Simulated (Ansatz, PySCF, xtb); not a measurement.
Pulling on the N6–H7 bond in CH5MgN (SMILES [CH3][Mg][NH2]) (multiplicity 1 held, fragments rigid). Energies count from the point at 1.011 Å.
Geometry at that point (charge 0, multiplicity 1):
```xyz
8

Mg     0.00826    -0.04713     0.03044
C     -0.28027     1.67368    -1.11115
H     -1.04623     2.32029    -0.67380
H     -0.60168     1.43347    -2.12823
H      0.63654     2.26428    -1.18905
N      0.26979    -1.61138     1.07033
H      0.88322    -2.38397     0.85105
H     -0.17795    -1.83096     1.94931
```

R- and RO- levels are restricted; in cc, def2 and unpolarised 6-31G sets they are followed outwards from rest. U- levels take the lowest unrestricted solution at each point, which mixes spins at long bonds. Left out are points that failed, MP2 points that dive below the minimum, coupled-cluster points behind a jump of the amplitudes or a sharp parting from full CI or MRCI, small-basis points behind a change of solution, and semi-empirical points at long bonds. Curves can end on different states.

Cores are frozen in the correlated methods. Rows in 6-31G* carry no dispersion term and start afresh at each structure (6-31G* with six Cartesian d functions).

Run with Ansatz (Gaussian basis) for Hartree–Fock, density functionals and correlated methods; PySCF for 6-31G* rows; xtb for the GFN methods.  The GFN methods have no spin term and hold the electronic entropy of 300 K.

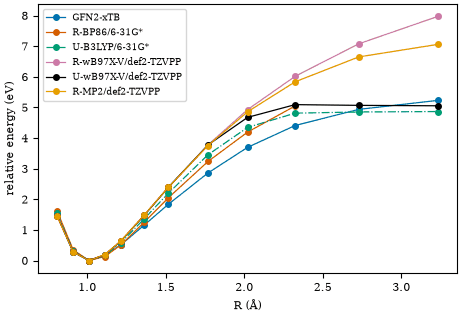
Fig. 1. Relative energy along the coordinate

Q: Read off the GFN2-xTB curve at R = 2.021.

A: about 3.7 eV

Doubts at one or more of the structures used: a restricted determinant that unrestricted orbitals would lower (R-BP86/6-31G*, R-wB97X-V/def2-TZVPP, R-MP2/def2-TZVPP); a spin-contaminated determinant (U-B3LYP/6-31G*, U-wB97X-V/def2-TZVPP).

Ansatz is a quantum-chemistry and plane-wave program.
